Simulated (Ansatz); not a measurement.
## Run report: WH₃Cl₄OF, geometry relaxation

WH₃Cl₄OF, computed with RHF/def2-SVP (Ansatz 0.2.0).

It belongs to a series of runs on one base structure; here: end point B relaxed.

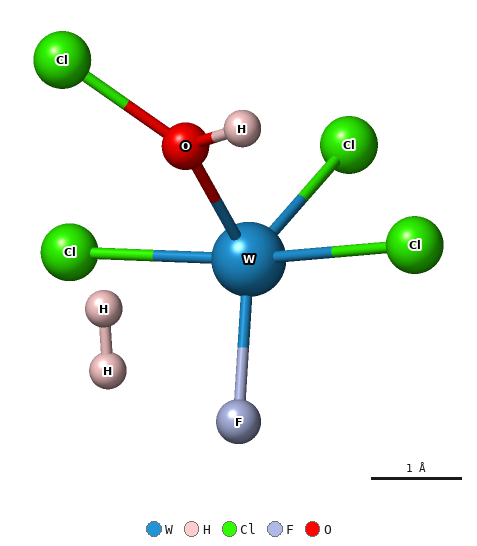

Figure 1. The structure as given in the input (ball-and-stick view, seen at a tilt). Sticks mark near contacts. Bond lengths as drawn: Cl–O 1.69 Å, Cl–W 2.28 to 2.44 Å, F–W 1.83 Å, H–H 0.71 Å, H–O 0.97 Å and O–W 1.99 Å.

## Input
```yaml
crystal:
  periodic: [false, false, false]
  atoms:
    - { symbol: W, position_ang: [0.263414, -0.293516, -0.379334] }
    - { symbol: H, position_ang: [0.193426, -0.152416, 2.541354] }
    - { symbol: Cl, position_ang: [2.690663, -0.512615, -0.223273] }
    - { symbol: Cl, position_ang: [0.022625, 2.912897, 0.736677] }
    - { symbol: Cl, position_ang: [-2.060794, 0.268039, -0.368345] }
    - { symbol: F, position_ang: [-0.025919, -1.773987, 0.649052] }
    - { symbol: Cl, position_ang: [0.373364, -0.054869, -2.64814] }
    - { symbol: O, position_ang: [0.809648, 1.462631, 0.391912] }
    - { symbol: H, position_ang: [1.768321, 1.553562, 0.496556] }
    - { symbol: H, position_ang: [0.371753, 0.506472, 2.351942] }
basis:
  gaussian: { orbitals: def2-SVP }
hamiltonian:
  xc: hf
relax:
  f_tol: 0.03
  max_steps: 50
```

Run on 4 threads of Arm Neoverse V2, 24 GiB of memory available, shared host.

Launch command:
```bash
ansatz run input.yaml --threads 4 --pin off --max-ram 5120MiB --backend cpu --events-out ev --progress --plain --runs-dir out
```

## What the program printed
```
The last accepted step is kept in [file] (removed where the run ends without a failure and the disk answers)
Engine: ansatz 0.2.0, aarch64-unknown-linux-gnu
Functional definition: HF
  exchange = exact_x
  correlation = 0
1479 factors; integrals over basis functions are off by at most 2.7e-4 eV
mean field evaluation 1: about -56572.7608 eV, gradient 7.3e1 eV
mean field evaluation 2: about -56573.0759 eV, gradient 7.3e1 eV
mean field evaluation 4: about -56586.9466 eV, gradient 2.7e1 eV
mean field evaluation 8: about -56592.1277 eV, gradient 1.9e0 eV
mean field evaluation 16: about -56592.3405 eV, gradient 1.8e-1 eV
mean field evaluation 32: about -56585.2221 eV, gradient 4.6e1 eV
mean field evaluation 64: about -56584.4856 eV, gradient 4.6e1 eV
mean field evaluation 96: about -56570.0925 eV, gradient 8.7e1 eV
mean field evaluation 128: about -56581.8679 eV, gradient 9.3e0 eV
mean field -56592.34311566 eV, -2079.7302498327 hartree, gradient 1.8e-5 eV, S^2 0.000000; 0 other end points of the search recorded, 0 dependent functions left out
the calculation of the forces begins
reference -56592.34311566 eV, -2079.7302498327 hartree; 51, 51 occupied and 96, 96 virtual orbitals, 1479 factors
relax step   1: F+E_penalty+E_count = -56592.34311566 eV  Δ(F+E_penalty+E_count) = +0.000e0 eV  max|allowed force component| = 1.560e0 eV/Å  Δτ_max = 0.0000 Å  (201 SCF iters, accepted)
these checks for a lower state are left out or cut short: starts, cluster_reference, orbital_swaps, neighbouring_geometries, increment
1479 factors; integrals over basis functions are off by at most 2.5e-4 eV
mean field -56592.52671253 eV, -2079.7369968932 hartree, gradient 1.2e-5 eV, S^2 0.000000; 0 other end points of the search recorded, 0 dependent functions left out
the calculation of the forces begins
reference -56592.52671253 eV, -2079.7369968932 hartree; 51, 51 occupied and 96, 96 virtual orbitals, 1479 factors
relax step   2: F+E_penalty+E_count = -56592.52671253 eV  Δ(F+E_penalty+E_count) = -1.836e-1 eV  max|allowed force component| = 6.314e-1 eV/Å  Δτ_max = 0.1950 Å  (79 SCF iters, accepted)
these checks for a lower state are left out or cut short: starts, cluster_reference, orbital_swaps, neighbouring_geometries, increment
1479 factors; integrals over basis functions are off by at most 2.7e-4 eV
mean field evaluation 160: about -56592.5633 eV, gradient 2.2e-5 eV
mean field -56592.56334037 eV, -2079.7383429414 hartree, gradient 2.2e-5 eV, S^2 0.000000; 0 other end points of the search recorded, 0 dependent functions left out
the calculation of the forces begins
reference -56592.56334037 eV, -2079.7383429414 hartree; 51, 51 occupied and 96, 96 virtual orbitals, 1479 factors
relax step   3: F+E_penalty+E_count = -56592.56334037 eV  Δ(F+E_penalty+E_count) = -3.663e-2 eV  max|allowed force component| = 1.002e0 eV/Å  Δτ_max = 0.1933 Å  (80 SCF iters, accepted)
these checks for a lower state are left out or cut short: starts, cluster_reference, orbital_swaps, neighbouring_geometries, increment
1479 factors; integrals over basis functions are off by at most 2.5e-4 eV
mean field -56592.59263451 eV, -2079.7394194813 hartree, gradient 2.2e-5 eV, S^2 0.000000; 0 other end points of the search recorded, 0 dependent functions left out
the calculation of the forces begins
reference -56592.59263451 eV, -2079.7394194813 hartree; 51, 51 occupied and 96, 96 virtual orbitals, 1479 factors
relax step   4: F+E_penalty+E_count = -56592.59263451 eV  Δ(F+E_penalty+E_count) = -2.929e-2 eV  max|allowed force component| = 6.641e-1 eV/Å  Δτ_max = 0.2000 Å  (87 SCF iters, accepted)
these checks for a lower state are left out or cut short: starts, cluster_reference, orbital_swaps, neighbouring_geometries, increment
1479 factors; integrals over basis functions are off by at most 2.6e-4 eV
mean field -56592.61042273 eV, -2079.7400731862 hartree, gradient 2.5e-5 eV, S^2 0.000000; 0 other end points of the search recorded, 0 dependent functions left out
the calculation of the forces begins
reference -56592.61042273 eV, -2079.7400731862 hartree; 51, 51 occupied and 96, 96 virtual orbitals, 1479 factors
relax step   5: F+E_penalty+E_count = -56592.61042273 eV  Δ(F+E_penalty+E_count) = -1.779e-2 eV  max|allowed force component| = 1.617e-1 eV/Å  Δτ_max = 0.1672 Å  (83 SCF iters, accepted)
these checks for a lower state are left out or cut short: starts, cluster_reference, orbital_swaps, neighbouring_geometries, increment
1479 factors; integrals over basis functions are off by at most 2.8e-4 eV
mean field -56592.61615231 eV, -2079.7402837445 hartree, gradient 2.2e-5 eV, S^2 0.000000; 0 other end points of the search recorded, 0 dependent functions left out
the calculation of the forces begins
reference -56592.61615231 eV, -2079.7402837445 hartree; 51, 51 occupied and 96, 96 virtual orbitals, 1479 factors
relax step   6: F+E_penalty+E_count = -56592.61615231 eV  Δ(F+E_penalty+E_count) = -5.730e-3 eV  max|allowed force component| = 1.451e-1 eV/Å  Δτ_max = 0.0969 Å  (80 SCF iters, accepted)
these checks for a lower state are left out or cut short: starts, cluster_reference, orbital_swaps, neighbouring_geometries, increment
1479 factors; integrals over basis functions are off by at most 3.0e-4 eV
mean field evaluation 192: about -56592.6196 eV, gradient 5.1e-3 eV
mean field -56592.61962527 eV, -2079.7404113734 hartree, gradient 2.0e-5 eV, S^2 0.000000; 0 other end points of the search recorded, 0 dependent functions left out
the calculation of the forces begins
reference -56592.61962527 eV, -2079.7404113734 hartree; 51, 51 occupied and 96, 96 virtual orbitals, 1479 factors
relax step   7: F+E_penalty+E_count = -56592.61962527 eV  Δ(F+E_penalty+E_count) = -3.473e-3 eV  max|allowed force component| = 3.422e-1 eV/Å  Δτ_max = 0.1800 Å  (81 SCF iters, accepted)
these checks for a lower state are left out or cut short: starts, cluster_reference, orbital_swaps, neighbouring_geometries, increment
1479 factors; integrals over basis functions are off by at most 2.9e-4 eV
mean field -56592.62151573 eV, -2079.7404808464 hartree, gradient 2.2e-5 eV, S^2 0.000000; 0 other end points of the search recorded, 0 dependent functions left out
the calculation of the forces begins
reference -56592.62151573 eV, -2079.7404808464 hartree; 51, 51 occupied and 96, 96 virtual orbitals, 1479 factors
relax step   8: F+E_penalty+E_count = -56592.62151573 eV  Δ(F+E_penalty+E_count) = -1.890e-3 eV  max|allowed force component| = 1.125e-1 eV/Å  Δτ_max = 0.0177 Å  (77 SCF iters, accepted)
these checks for a lower state are left out or cut short: starts, cluster_reference, orbital_swaps, neighbouring_geometries, increment
1479 factors; integrals over basis functions are off by at most 2.8e-4 eV
mean field -56592.62202318 eV, -2079.7404994948 hartree, gradient 2.1e-5 eV, S^2 0.000000; 0 other end points of the search recorded, 0 dependent functions left out
the calculation of the forces begins
reference -56592.62202318 eV, -2079.7404994948 hartree; 51, 51 occupied and 96, 96 virtual orbitals, 1479 factors
relax step   9: F+E_penalty+E_count = -56592.62202318 eV  Δ(F+E_penalty+E_count) = -5.075e-4 eV  max|allowed force component| = 3.472e-2 eV/Å  Δτ_max = 0.0278 Å  (79 SCF iters, accepted)
these checks for a lower state are left out or cut short: starts, cluster_reference, orbital_swaps, neighbouring_geometries, increment
1479 factors; integrals over basis functions are off by at most 2.8e-4 eV
mean field evaluation 224: about -56592.6224 eV, gradient 2.1e-5 eV
mean field -56592.62238951 eV, -2079.7405129571 hartree, gradient 2.1e-5 eV, S^2 0.000000; 0 other end points of the search recorded, 0 dependent functions left out
the calculation of the forces begins
reference -56592.62238951 eV, -2079.7405129571 hartree; 51, 51 occupied and 96, 96 virtual orbitals, 1479 factors
relax step  10: F+E_penalty+E_count = -56592.62238951 eV  Δ(F+E_penalty+E_count) = -3.663e-4 eV  max|allowed force component| = 1.980e-2 eV/Å  Δτ_max = 0.0399 Å  (82 SCF iters, accepted)
1479 factors; integrals over basis functions are off by at most 2.8e-4 eV
mean field evaluation 256: about -56589.7187 eV, gradient 1.4e1 eV
mean field evaluation 288: about -56571.6088 eV, gradient 4.3e1 eV
mean field evaluation 320: about -56579.1075 eV, gradient 3.3e1 eV
mean field evaluation 352: about -56581.5859 eV, gradient 1.0e1 eV
mean field evaluation 384: about -56373.5120 eV, gradient 2.4e2 eV
```

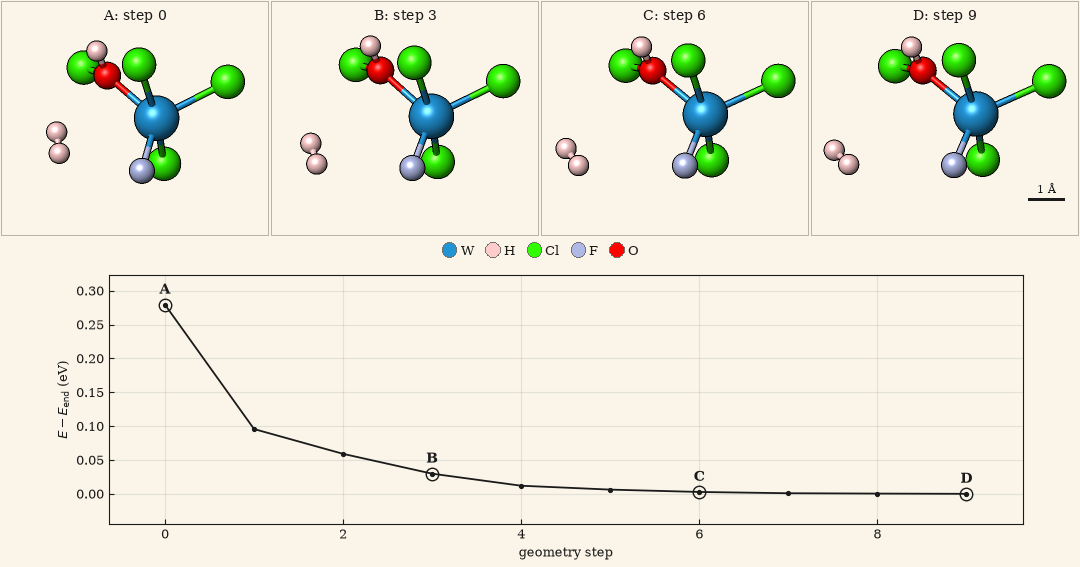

Figure 2. Frames of the relaxation (ball-and-stick view, seen at a tilt) above the curves, on which the letters mark them (the first geometry is step 0 here and step 1 in the log).

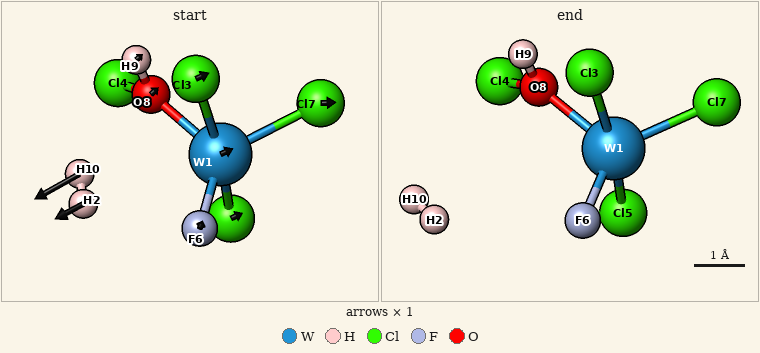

Figure 3. Before (left) and after (right) the relaxation, at one scale (ball-and-stick view, seen at a tilt). The black arrows give the displacements, at true length. The atom that moves furthest after the best rigid fit is H10 (1.05 Å). Largest moves by element: H 1.05 Å, Cl 0.32 Å, W 0.29 Å, O 0.21 Å, F 0.19 Å. Distances before and after: W1–O8 1.994 → 2.086 Å, H2–H10 0.708 → 0.747 Å, W1–Cl3 2.442 → 2.435 Å, Cl4–O8 1.686 → 1.679 Å. Among the angles that change: F6–W1–O8 122.7° → 114.4°, Cl7–W1–O8 106.2° → 111.0°, F6–W1–Cl7 130.7° → 134.2°. The energy falls by 0.279 eV in 9 geometry steps. The largest force component goes from 1.6 to 0.02 eV/Å. (Atoms are counted from 1 in the order of the input.)

```
mean field -56592.62238951 eV, -2079.7405129571 hartree, gradient 2.1e-5 eV, S^2 0.000000; 1 other end points of the search recorded, 0 dependent functions left out
the calculation of the forces begins
reference -56592.62238951 eV, -2079.7405129571 hartree; 51, 51 occupied and 96, 96 virtual orbitals, 1479 factors
Total energy: -56592.62238951 eV, -2079.7405129571 hartree
Atom 0 at     0.286579    -0.286986    -0.669799 Å, force    -0.006776     0.000898     0.019798 eV/Å
Atom 1 at     0.161854    -0.255981     3.205832 Å, force     0.003049     0.011831     0.001408 eV/Å
Atom 2 at     2.708186    -0.500964    -0.529484 Å, force    -0.002610    -0.002252     0.007371 eV/Å
Atom 3 at     0.055500     2.908437     0.696411 Å, force     0.003687    -0.012217    -0.006819 eV/Å
Atom 4 at    -2.035087     0.271096    -0.641137 Å, force    -0.016135     0.010271    -0.001174 eV/Å
Atom 5 at     0.020593    -1.639045     0.519769 Å, force     0.016498    -0.000975    -0.009536 eV/Å
Atom 6 at     0.356703    -0.164198    -2.949209 Å, force     0.003580    -0.004838    -0.012087 eV/Å
Atom 7 at     0.860633     1.522380     0.195824 Å, force    -0.017863     0.009754     0.004112 eV/Å
Atom 8 at     1.812214     1.591809     0.336947 Å, force     0.018285     0.002079    -0.001757 eV/Å
Atom 9 at     0.179326     0.469650     3.383247 Å, force    -0.001715    -0.014551    -0.001316 eV/Å
Dipole moment:     0.276990     1.015509     0.511598 e Å
```

## Trajectory as extended XYZ (Å, eV, eV/Å), 10 frames, from step=1 to step=10
```
10
Properties=species:S:1:pos:R:3:forces:R:3 step=1 energy=-56592.34312
W     0.2634   -0.2935   -0.3793   -0.4704  -1.4835  -0.6378
H     0.1934   -0.1524    2.5414   -0.4012  -1.4528   0.5655
Cl    2.6907   -0.5126   -0.2233   -0.0103  -0.0007  -0.0082
Cl    0.0226    2.9129    0.7367   -0.0335   0.0499   0.0153
Cl   -2.0608    0.2680   -0.3683    0.0287  -0.0046  -0.0010
F    -0.0259   -1.7740    0.6491    0.0178   0.0635  -0.0632
Cl    0.3734   -0.0549   -2.6481    0.0066   0.0078  -0.0336
O     0.8096    1.4626    0.3919    0.6001   1.5603   0.2030
H     1.7683    1.5536    0.4966   -0.0477  -0.0193   0.0000
H     0.3718    0.5065    2.3519    0.3099   1.2793  -0.0401
10
Properties=species:S:1:pos:R:3:forces:R:3 step=2 energy=-56592.52671
W     0.2583   -0.3188   -0.4415   -0.0053  -0.1635  -0.1279
H     0.1697   -0.2218    2.6709    0.0007  -0.0200   0.0624
Cl    2.6846   -0.5176   -0.2487   -0.0048  -0.0829  -0.0227
Cl    0.0350    2.9493    0.7275    0.0982  -0.2210  -0.1118
Cl   -2.0596    0.2574   -0.3902   -0.0111  -0.0435  -0.0454
F    -0.0216   -1.7686    0.6309    0.0014   0.0374  -0.0790
Cl    0.3708   -0.0728   -2.7058   -0.0254  -0.0714  -0.0475
O     0.8367    1.5323    0.2743    0.3869   0.6314   0.4574
H     1.7859    1.5867    0.4863   -0.4131  -0.0539  -0.2478
H     0.3466    0.4900    2.5446   -0.0273  -0.0125   0.1622
10
Properties=species:S:1:pos:R:3:forces:R:3 step=3 energy=-56592.56334
W     0.2646   -0.3105   -0.4665   -0.0168  -0.1607  -0.0392
H     0.1470   -0.2679    2.7911    0.0432   0.1811   0.0203
Cl    2.6872   -0.5391   -0.2710   -0.0471   0.0223  -0.0531
Cl    0.0495    2.9789    0.7025    0.0658  -0.2402  -0.0972
Cl   -2.0582    0.2476   -0.4298    0.0107  -0.0016  -0.0176
F    -0.0188   -1.7733    0.5860    0.0234   0.0990  -0.0328
Cl    0.3709   -0.0811   -2.7335   -0.0103  -0.0250  -0.0211
O     0.8395    1.5476    0.2804    0.9892   0.5353   0.1805
H     1.8161    1.6513    0.3570   -1.0019  -0.2122  -0.0356
H     0.3087    0.4626    2.7322   -0.0563  -0.1980   0.0959
10
Properties=species:S:1:pos:R:3:forces:R:3 step=4 energy=-56592.59264
W     0.2768   -0.3057   -0.5236    0.0227   0.2239  -0.0209
H     0.1166   -0.2981    2.9864    0.0000  -0.0385  -0.0041
Cl    2.6817   -0.5075   -0.3839    0.2674  -0.0918  -0.0062
Cl    0.0489    2.9566    0.6515    0.1176  -0.0185   0.0036
Cl   -2.0367    0.2597   -0.4807   -0.1467   0.0184  -0.0213
F     0.0044   -1.7049    0.6058   -0.0047  -0.1009   0.0216
Cl    0.3635   -0.0926   -2.7955   -0.0367  -0.0566  -0.0564
O     0.8743    1.5479    0.2548   -0.6641  -0.0975  -0.0750
H     1.8218    1.6342    0.3502    0.4446   0.1080   0.0917
H     0.2555    0.4265    2.8835    0.0000   0.0536   0.0669
10
Properties=species:S:1:pos:R:3:forces:R:3 step=5 energy=-56592.61042
W     0.2816   -0.2977   -0.5723   -0.0315  -0.0012  -0.1617
H     0.1264   -0.2666    3.0947   -0.0099  -0.1043  -0.0093
Cl    2.6950   -0.5244   -0.4360    0.0721   0.0157   0.0264
Cl    0.0465    2.9466    0.6647    0.0503  -0.0097   0.0019
Cl   -2.0411    0.2540   -0.5431   -0.0337   0.0268   0.0188
F     0.0108   -1.7137    0.5375   -0.0042  -0.0014   0.0438
Cl    0.3569   -0.1058   -2.8480    0.0042  -0.0269   0.0045
O     0.8622    1.5453    0.2267    0.0085  -0.0519   0.0808
H     1.8135    1.6139    0.3780   -0.0655   0.0477  -0.0360
H     0.2547    0.4645    3.0463    0.0098   0.1053   0.0309
10
Properties=species:S:1:pos:R:3:forces:R:3 step=6 energy=-56592.61615
W     0.2836   -0.2969   -0.6004   -0.0296   0.0361  -0.0984
H     0.1273   -0.2689    3.1353    0.0198   0.0827  -0.0117
Cl    2.7007   -0.5191   -0.4596    0.0263   0.0169   0.0109
Cl    0.0499    2.9390    0.6709    0.0227   0.0036   0.0049
Cl   -2.0402    0.2589   -0.5669    0.0027   0.0115   0.0087
F     0.0145   -1.7013    0.5246    0.0024   0.0082   0.0289
Cl    0.3559   -0.1196   -2.8780    0.0069  -0.0196   0.0239
O     0.8608    1.5401    0.2204    0.1134  -0.0723   0.0401
H     1.8152    1.6125    0.3605   -0.1451   0.0165  -0.0314
H     0.2386    0.4716    3.1415   -0.0195  -0.0836   0.0241
10
Properties=species:S:1:pos:R:3:forces:R:3 step=7 energy=-56592.61962
W     0.2871   -0.2916   -0.6512   -0.0356  -0.0133  -0.0395
H     0.1337   -0.2646    3.2163    0.0383   0.3399   0.0382
Cl    2.7092   -0.5055   -0.5098   -0.0193   0.0110  -0.0034
Cl    0.0555    2.9194    0.6752   -0.0246   0.0506   0.0228
Cl   -2.0372    0.2705   -0.6131    0.0395  -0.0104  -0.0025
F     0.0254   -1.6744    0.5029   -0.0011   0.0260   0.0008
Cl    0.3562   -0.1402   -2.9312    0.0041  -0.0059   0.0366
O     0.8585    1.5249    0.2045    0.0829  -0.0637  -0.0126
H     1.8125    1.5967    0.3365   -0.0470   0.0081  -0.0025
H     0.2058    0.4809    3.3183   -0.0371  -0.3422  -0.0379
10
Properties=species:S:1:pos:R:3:forces:R:3 step=8 energy=-56592.62152
W     0.2865   -0.2923   -0.6508   -0.0240   0.0143  -0.0226
H     0.1399   -0.2599    3.2004    0.0142   0.1097   0.0122
Cl    2.7083   -0.5040   -0.5092   -0.0083   0.0004  -0.0008
Cl    0.0556    2.9180    0.6809   -0.0104   0.0240   0.0112
Cl   -2.0366    0.2692   -0.6134    0.0178  -0.0041  -0.0056
F     0.0219   -1.6702    0.5085    0.0078   0.0103   0.0055
Cl    0.3573   -0.1428   -2.9299    0.0014  -0.0080   0.0167
O     0.8592    1.5245    0.2043    0.0218  -0.0433  -0.0075
H     1.8122    1.5961    0.3376   -0.0072   0.0092   0.0019
H     0.2021    0.4776    3.3200   -0.0130  -0.1125  -0.0110
10
Properties=species:S:1:pos:R:3:forces:R:3 step=9 energy=-56592.62202
W     0.2839   -0.2893   -0.6581    0.0347   0.0004  -0.0018
H     0.1466   -0.2577    3.2018    0.0046   0.0035  -0.0031
Cl    2.7052   -0.5052   -0.5167    0.0053   0.0087  -0.0053
Cl    0.0575    2.9145    0.6895   -0.0028   0.0066   0.0049
Cl   -2.0381    0.2710   -0.6274    0.0031  -0.0052   0.0088
F     0.0315   -1.6581    0.5146   -0.0330   0.0086   0.0018
Cl    0.3557   -0.1511   -2.9371   -0.0028  -0.0043  -0.0014
O     0.8601    1.5233    0.2023   -0.0234  -0.0147  -0.0134
H     1.8129    1.5948    0.3339    0.0177   0.0027   0.0056
H     0.1913    0.4740    3.3454   -0.0034  -0.0063   0.0039
10
Properties=species:S:1:pos:R:3:forces:R:3 step=10 energy=-56592.62239
W     0.2866   -0.2870   -0.6698   -0.0068   0.0009   0.0198
H     0.1619   -0.2560    3.2058    0.0030   0.0118   0.0014
Cl    2.7082   -0.5010   -0.5295   -0.0026  -0.0023   0.0074
Cl    0.0555    2.9084    0.6964    0.0037  -0.0122  -0.0068
Cl   -2.0351    0.2711   -0.6411   -0.0161   0.0103  -0.0012
F     0.0206   -1.6390    0.5198    0.0165  -0.0010  -0.0095
Cl    0.3567   -0.1642   -2.9492    0.0036  -0.0048  -0.0121
O     0.8606    1.5224    0.1958   -0.0179   0.0098   0.0041
H     1.8122    1.5918    0.3369    0.0183   0.0021  -0.0018
H     0.1793    0.4697    3.3832   -0.0017  -0.0146  -0.0013
```

## Results in brief

- outcome: converged
- total energy: −56592.6224 eV
- mean-field energy: −56592.6224 eV
- largest force (length of the vector) at the end: 0.021 eV/Å
- wall time: 30 s (CPU time 1.9 min)
- peak memory: 0.51 GiB
